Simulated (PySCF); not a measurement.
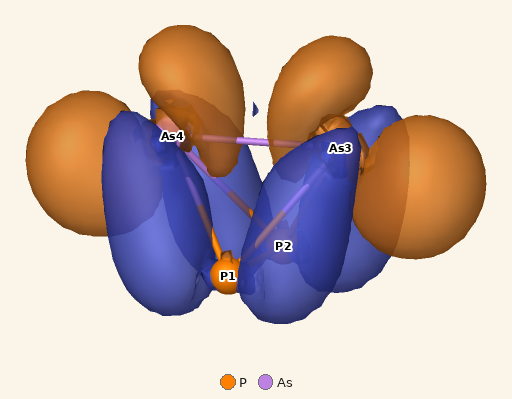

Figure 1: PPAsAs tetrahedron (As₂P₂). Unrelaxed difference density of S₁ less the ground state (TDA singlet states), ±0.015 e/Å³; orange: gain, blue: loss.

Level of theory: B3LYP/def2-SVPD (PySCF), at a geometry from GFN2-xTB. No frequency check shows the geometry to be a minimum. GFN2-xTB bond lengths at metals and heavier atoms can be off by up to 0.1 Å and shapes distorted, which carries into these values.

> How does the charge move on excitation?

0.60 e is displaced in all, of which about 0.3 e passes between atoms: P1 and P2 (0.16 e each) lose electrons and As3 and As4 (0.16 e each) gain them. The state: 4.76 eV (260 nm), f = 0.002 (very weak), partly diffuse acceptor orbital; the leading pair carries 85 %; hole on As3 and As4 (26 % each) and P1 and P2 (24 % each), electron on As3 and As4 (43 % each) and P1 and P2 (7 % each) (atom shares of so diffuse an orbital are rough); their centroids lie 0.5 Å apart.

The PySCF run took 4.8 min on 1 thread of Intel(R) Xeon(R) Platinum 8488C (Sapphire Rapids), with other jobs on the host, peak memory 0.64 GiB.
